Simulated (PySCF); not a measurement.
AlH5O5Si2

Input file:

```
{"job": {"kind": "nmr", "xc": "PBE0", "basis": "pcSseg-1"}, "charge": 0, "multiplicity": 1}
O      0.541395    -0.512004     2.073847
Si     0.536458     1.119058     2.531884
O      1.219570     1.529719     1.037685
Si     1.236625    -0.104743     0.581620
O      0.311612    -0.443236    -0.698693
Al    -0.814515    -0.769861    -1.925597
O     -0.549779    -2.135713    -2.883597
O     -2.152310     0.225383    -2.210127
H      1.414783     1.417354     3.692692
H     -0.827174     1.675812     2.741440
H      2.595212    -0.645784     0.385001
H     -1.135588    -2.395018    -3.596355
H     -2.365426     1.021748    -1.722288
```

Launched as:

```sh
OMP_NUM_THREADS=1 python cluster_run.py task.json out
```

Geometry: PBE0-D3(BJ)/def2-SVP.

Theory: PBE0/pcSseg-1, SCF density, gas phase, non-relativistic (PySCF 2.14.0).

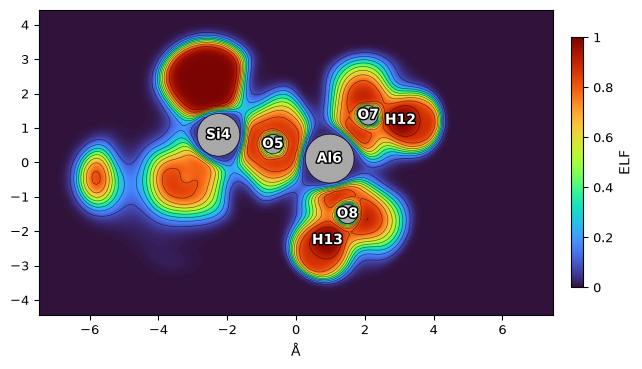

Figure 1. Electron localisation function on the plane of atoms Al6, O7 and H12. Grey discs cover the atomic cores.

What do the fields say about this system?

Atoms in the plane: Si, O, Al and H.
Si–O (1.62 Å): the ELF peaks at about 0.85 between the atoms, as expected for a polar covalent bond.
Al–O (1.69 Å): the ELF peaks at about 0.85 in the valence shell of O, 0.6 Å from its nucleus, and is about 0.45 at the midpoint.
O–H (0.96 Å): the ELF climbs to about 1 towards the hydrogen, as it does in any bond to H (a covalent bond by its length).
The ELF also peaks beside O8, O5 and O7, away from the bonds: lone-pair regions.

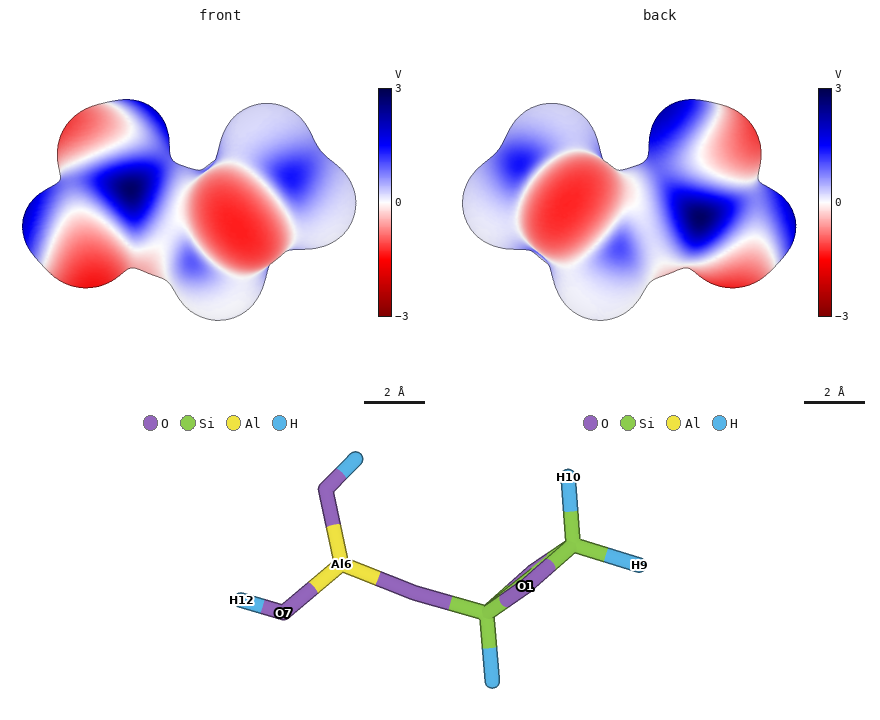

Figure 2. The molecular electrostatic potential painted on the density surface at 0.001 e/bohr³, seen from the front and from behind; the colour scale runs from red (negative) to blue (positive). The bare structure is drawn below in the same view.

Describe the electrostatic potential map.

The most negative region (about −1.3 V) lies over O1 and O7, the most positive (about +2.6 V) over Al6.

What dipole moment does the calculation give?

Its dipole moment is 1.61 D.
